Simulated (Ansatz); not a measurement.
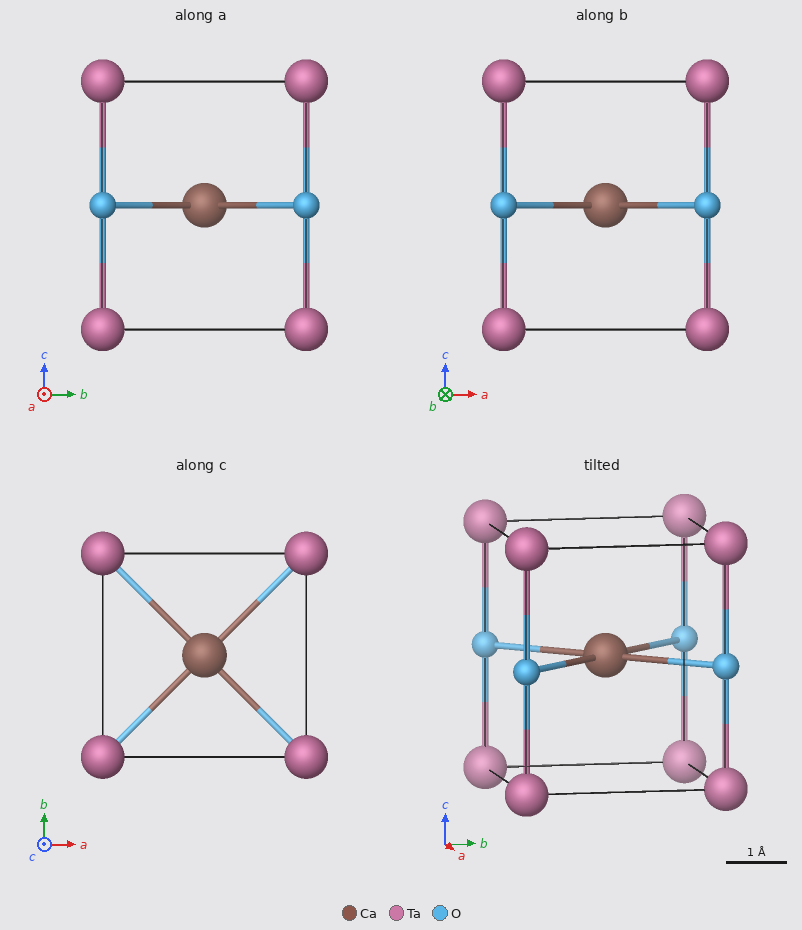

A ball-and-stick rendering, viewed along the a axis, along the b axis, along the c axis and slightly off an axis. One conventional unit cell is framed, with atoms on its boundary repeated.

Lattice parameters: a = 3.419 Å, b = 3.419 Å, c = 4.170 Å, α = 90.00°, β = 90.00°, γ = 90.00°. Put a along x and b in the xy plane.

Write down what is shown as a POSCAR file.

```
Ca Ta O
1.0
     3.419    0.000    0.000
     0.000    3.419    0.000
     0.000    0.000    4.170
Ca Ta O
1 1 1
Direct
  0.5000 0.5000 0.5000
  0.0000 0.0000 0.0000
  0.0000 0.0000 0.5000
```

Origin of the cell: a random cell made by a generator, so it need not be a real form of the compound. The final geometry of a relaxation with Ansatz 0.2.0, DFT PBE, scalar-relativistic, plane waves, PAW is shown.
